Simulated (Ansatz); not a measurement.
# Ga2H2Cl4: how energies converge with the basis set

How large a basis does Ga2H2Cl4 need? Two functionals are run in growing sets.

Method: one geometry, several basis sets; program: Ansatz 0.2.0, Gaussian basis.

Plan: PBE0-D4/def2-SVP; ωB97M-V/def2-SVP; PBE0-D4/def2-QZVPP; ωB97M-V/def2-QZVPP; the functionals' def2-TZVPP values are taken from earlier runs.

## 1. The relaxed structure

All runs share one geometry, relaxed beforehand with PBE0-D4 in a triple-zeta def2 set.

SMILES `[Cl][Ga@H-]1[Cl+][Ga@@H-]([Cl])[Cl+]1`, 8 atoms, charge 0, spin multiplicity 1.

Atoms are counted from 1 here; the program's logs count them from 0.

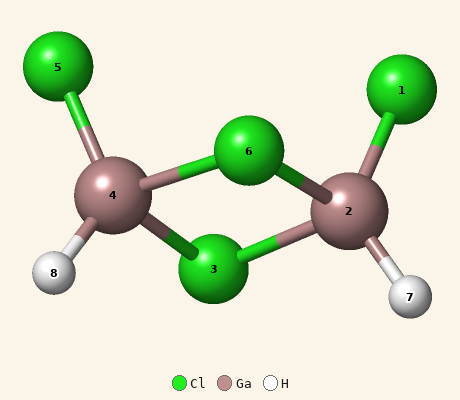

The structure; chlorine green, gallium pink, hydrogen white; atoms are numbered from 1 in the order of the file.

## 2. PBE0-D4 in def2-SVP

Input file in.yaml:

```yaml
crystal:
  periodic: [false, false, false]
  atoms:
    - {symbol: Cl, position_ang: [1.174740, 0.770543, -2.681091]}
    - {symbol: Ga, position_ang: [1.455873, 0.533890, -0.581745]}
    - {symbol: Cl, position_ang: [0.593304, -1.566410, -0.017228]}
    - {symbol: Ga, position_ang: [-1.319859, -0.533032, 0.846755]}
    - {symbol: Cl, position_ang: [-2.861308, -0.781074, -0.603992]}
    - {symbol: Cl, position_ang: [-0.363877, 1.567837, 0.464096]}
    - {symbol: H, position_ang: [2.752600, 0.808305, 0.209945]}
    - {symbol: H, position_ang: [-1.431484, -0.800049, 2.363261]}
basis:
  gaussian: {orbitals: def2-SVP}
hamiltonian: {xc: pbe0, dispersion: d4}
output: {orbitals: {seedname: orbitals}}
```

Run with:

```
ansatz run in.yaml --threads 4 --pin off --events-out ev --progress --plain --max-ram 11315MiB
```

Log:

```text
Functional definition: PBE0
  name "PBE0"
  cite "Adamo & Barone, J. Chem. Phys. 110, 6158 (1999) doi:10.1063/1.478522"
  cite "Perdew, Burke & Ernzerhof, Phys. Rev. Lett. 77, 3865 (1996) doi:10.1103/PhysRevLett.77.3865"
  parent pbe
  parameter a = 0.25
  parameter kappa = 0.804
  parameter beta = 0.06672455060314922
  exchange = (1 - a)*pbe_x(kappa = kappa, mu = beta*pi^2/3) + a*exact_x
  correlation = pbe_c(beta = beta)
1378 factors; integrals over basis functions are off by at most 1.3e-3 eV
mean field evaluation 1: about -154825.0753 eV, gradient 3.2e1 eV
mean field evaluation 2: about -154824.1294 eV, gradient 4.2e1 eV
mean field evaluation 4: about -154826.7670 eV, gradient 3.6e-1 eV
mean field evaluation 8: about -154826.8363 eV, gradient 7.8e-2 eV
mean field evaluation 16: about -154826.8363 eV, gradient 4.8e-5 eV
mean field -154826.83627136 eV, -5689.7812875737 hartree, gradient 4.8e-5 eV, S^2 0.000000; 0 other end points of the search recorded, 0 dependent functions left out
reference -154826.83630552 eV, -5689.7812888290 hartree; 66, 66 occupied and 80, 80 virtual orbitals, 1378 factors
Total energy: -154827.18983252 eV, -5689.7942807064 hartree
```

It took 3.4 s on 4 threads of Arm Neoverse V1, shared host; peak memory 0.46 GiB.

## 3. ωB97M-V in def2-SVP

in.yaml, as its differences from that of step 2:

```diff
@@ -13,3 +13,3 @@
   gaussian: {orbitals: def2-SVP}
-hamiltonian: {xc: pbe0, dispersion: d4}
+hamiltonian: {xc: {name: wB97M-V}}
 output: {orbitals: {seedname: orbitals}}
```

Same command.

Log, shortened:

```text
Functional definition: wB97M-V
  name "wB97M-V"
  cite "Mardirossian & Head-Gordon, J. Chem. Phys. 144, 214110 (2016) doi:10.1063/1.4952647"
  cite "Becke, J. Chem. Phys. 107, 8554 (1997) doi:10.1063/1.475007"
  cite "Vydrov & Van Voorhis, J. Chem. Phys. 133, 244103 (2010) doi:10.1063/1.3521275"
  # Of w^i u^j: cxij and so on, Table III.
[...]
  gx(w, u) = 1 - cx + cx01*u + cx10*w
  gss(w, u) = css00 + css04*u^4 + css10*w + css20*w^2 + css43*w^4*u^3
  gos(w, u) = cos00 + cos10*w + (cos20 + cos21*u)*w^2 + (cos60 + cos61*u)*w^6
[...]
      + integral(e_c_pw_mod_opposite_spin*gos(b97_w_opposite, b97_u_opposite)) + vv10(b, c)
1378 factors; integrals over basis functions are off by at most 1.3e-3 eV
329 factors; integrals over basis functions are off by at most 7.6e-6 eV
[...]
mean field -154849.38778722 eV, -5690.6100404956 hartree, gradient 2.2e-5 eV, S^2 0.000000; 0 other end points of the search recorded, 0 dependent functions left out
reference -154849.38784097 eV, -5690.6100424708 hartree; 66, 66 occupied and 80, 80 virtual orbitals, 1378 factors
Total energy: -154849.38784097 eV, -5690.6100424708 hartree
```

Run time: 13 s. Hardware: 4 threads of Arm Neoverse V1, shared host; peak memory 0.67 GiB.

## 4. PBE0-D4 in def2-QZVPP

in.yaml, as its differences from that of step 3:

```diff
@@ -12,4 +12,4 @@
 basis:
-  gaussian: {orbitals: def2-SVP}
-hamiltonian: {xc: {name: wB97M-V}}
+  gaussian: {orbitals: "def2-QZVPP.json"}
+hamiltonian: {xc: pbe0, dispersion: d4}
 output: {orbitals: {seedname: orbitals}}
```

Launched as before.

Log:

```text
Functional definition: PBE0
  name "PBE0"
  cite "Adamo & Barone, J. Chem. Phys. 110, 6158 (1999) doi:10.1063/1.478522"
  cite "Perdew, Burke & Ernzerhof, Phys. Rev. Lett. 77, 3865 (1996) doi:10.1103/PhysRevLett.77.3865"
  parent pbe
  parameter a = 0.25
  parameter kappa = 0.804
  parameter beta = 0.06672455060314922
  exchange = (1 - a)*pbe_x(kappa = kappa, mu = beta*pi^2/3) + a*exact_x
  correlation = pbe_c(beta = beta)
2748 factors; their error is unknown
mean field evaluation 1: about -154858.9829 eV, gradient 3.8e1 eV
mean field evaluation 2: about -154858.2546 eV, gradient 5.3e1 eV
mean field evaluation 4: about -154860.8556 eV, gradient 1.3e0 eV
mean field evaluation 8: about -154861.2103 eV, gradient 1.1e-1 eV
mean field -154861.21034443 eV, -5691.0445114593 hartree, gradient 7.4e-5 eV, S^2 0.000000; 0 other end points of the search recorded, 0 dependent functions left out
reference -154861.21038596 eV, -5691.0445129856 hartree; 66, 66 occupied and 452, 452 virtual orbitals, 2748 factors
Total energy: -154861.56391296 eV, -5691.0575048630 hartree
```

It took 34 s on 4 threads of Arm Neoverse V1, shared host; peak memory 3.5 GiB.

## 5. ωB97M-V in def2-QZVPP

in.yaml, as its differences from that of step 4:

```diff
@@ -13,3 +13,3 @@
   gaussian: {orbitals: "def2-QZVPP.json"}
-hamiltonian: {xc: pbe0, dispersion: d4}
+hamiltonian: {xc: {name: wB97M-V}}
 output: {orbitals: {seedname: orbitals}}
```

Same command.

Log, shortened:

```text
Functional definition: wB97M-V
  name "wB97M-V"
  cite "Mardirossian & Head-Gordon, J. Chem. Phys. 144, 214110 (2016) doi:10.1063/1.4952647"
  cite "Becke, J. Chem. Phys. 107, 8554 (1997) doi:10.1063/1.475007"
  cite "Vydrov & Van Voorhis, J. Chem. Phys. 133, 244103 (2010) doi:10.1063/1.3521275"
  # Of w^i u^j: cxij and so on, Table III.
[...]
  gx(w, u) = 1 - cx + cx01*u + cx10*w
  gss(w, u) = css00 + css04*u^4 + css10*w + css20*w^2 + css43*w^4*u^3
  gos(w, u) = cos00 + cos10*w + (cos20 + cos21*u)*w^2 + (cos60 + cos61*u)*w^6
[...]
      + integral(e_c_pw_mod_opposite_spin*gos(b97_w_opposite, b97_u_opposite)) + vv10(b, c)
2674 factors; their error is unknown
372 factors; integrals over basis functions are off by at most 3.3e-5 eV
[...]
mean field -154883.29542033 eV, -5691.8561230290 hartree, gradient 3.6e-5 eV, S^2 0.000000; 0 other end points of the search recorded, 0 dependent functions left out
reference -154883.29548739 eV, -5691.8561254931 hartree; 66, 66 occupied and 452, 452 virtual orbitals, 2674 factors
Total energy: -154883.29548739 eV, -5691.8561254931 hartree
```

Wall time 66 s (4 threads of Arm Neoverse V1, shared host); peak memory 4 GiB.

## 6. Functionals by basis

The def2-TZVPP values come from earlier runs at the same geometry.

| functional | basis | functions | energy (eV) | from the largest (eV) | HOMO (eV) | LUMO (eV) |
| --- | --- | --- | --- | --- | --- | --- |
| PBE0-D4 | def2-SVP | 146 | -154827.1898 | 34.374 | -8.91 | -0.81 |
| PBE0-D4 | def2-TZVPP | 292 | -154857.7523 | 3.812 | -9.00 | -1.03 |
| PBE0-D4 | def2-QZVPP | 518 | -154861.5639 | 0.000 | -9.02 | -1.13 |
| ωB97M-V | def2-SVP | 146 | -154849.3878 | 33.908 | -11.08 | 0.98 |
| ωB97M-V | def2-TZVPP | 292 | -154879.6308 | 3.665 | -11.22 | 0.78 |
| ωB97M-V | def2-QZVPP | 518 | -154883.2955 | 0.000 | -11.25 | 0.53 |

## 7. Results

| quantity | value |
| --- | --- |
| PBE0-D4: double and triple zeta above quadruple | 34.37, 3.81 eV |
| ωB97M-V: double and triple zeta above quadruple | 33.91, 3.66 eV |

In words: For PBE0-D4 the step from double to triple zeta gains 30.56 eV and the next only 3.81 eV. These are total energies; as a rule much of such shifts cancels in differences, which this series doesn't test.

For PBE0-D4 the largest set took about 10 times as long as the smallest (34 s against 3.4 s).
